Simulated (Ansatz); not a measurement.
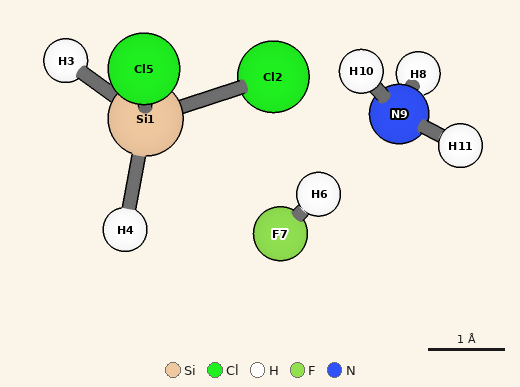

Starting structure of SiNH6Cl2F (started from a transition state, displaced along its imaginary mode). The picture is a ball-and-stick view, seen at a tilt.

Computed with RKS PBE0-D4/def2-TZVP in Ansatz.

Input
```yaml
crystal:
  periodic: [false, false, false]
  atoms:
    - {symbol: Si, position_ang: [-0.397056, 1.124267, -1.571039]}
    - {symbol: Cl, position_ang: [-0.861638, -0.856409, -1.735871]}
    - {symbol: H, position_ang: [-0.129830, 1.547393, -2.947686]}
    - {symbol: H, position_ang: [-1.515418, 1.934026, -0.972670]}
    - {symbol: Cl, position_ang: [1.380170, 1.425715, -0.603812]}
    - {symbol: H, position_ang: [-0.464280, -0.048226, 1.079386]}
    - {symbol: F, position_ang: [-1.004779, 0.512149, 0.893075]}
    - {symbol: H, position_ang: [0.421331, -1.905141, 0.717400]}
    - {symbol: N, position_ang: [0.578818, -1.243435, 1.426211]}
    - {symbol: H, position_ang: [1.488314, -0.855385, 1.320196]}
    - {symbol: H, position_ang: [0.504368, -1.634855, 2.395010]}
basis:
  gaussian: {orbitals: def2-TZVP}
hamiltonian: {xc: pbe0, dispersion: d4}
relax: {f_tol: 0.005, max_steps: 200}
```

Run as
```bash
ansatz run in.yaml --threads 8 --pin off --events-out ev --progress --plain --max-ram 19148MiB
```

Where does the relaxation end?

The largest move after the best rigid fit is that of F7, 0.38 Å. Largest moves by element: F 0.38 Å, H 0.31 Å, Si 0.17 Å, Cl 0.17 Å, N 0.06 Å. Near-neighbour distances that change, for instance: H6–F7 0.801 → 0.973 Å, Si1–H4 1.505 → 1.468 Å, N9–H11 1.048 → 1.012 Å, H8–N9 0.982 → 1.013 Å. Among the angles between lasting bonds that change: H8–N9–H11 113.8° → 108.3°, Cl2–Si1–Cl5 112.3° → 109.7°, H3–Si1–H4 110.7° → 113.0°. After 7 geometry steps the energy has fallen by 26.6 kcal/mol. The largest force component goes from 9.7 to 0.0017 eV/Å.

Final geometry:

```xyz
11

Si   -0.3543    1.1695   -1.7315
Cl   -0.7759   -0.8328   -1.8544
H    -0.1531    1.6391   -3.1179
H    -1.4320    1.8829   -1.0355
Cl    1.4325    1.4402   -0.7640
H    -0.5543   -0.1216    1.3718
F    -1.2048    0.5833    1.2082
H     0.4052   -1.9268    0.7469
N     0.5640   -1.2542    1.4878
H     1.4669   -0.8259    1.3216
H     0.6057   -1.7537    2.3673
```

After the run, drawn alike:

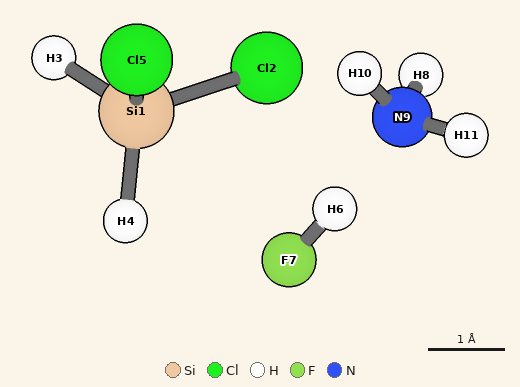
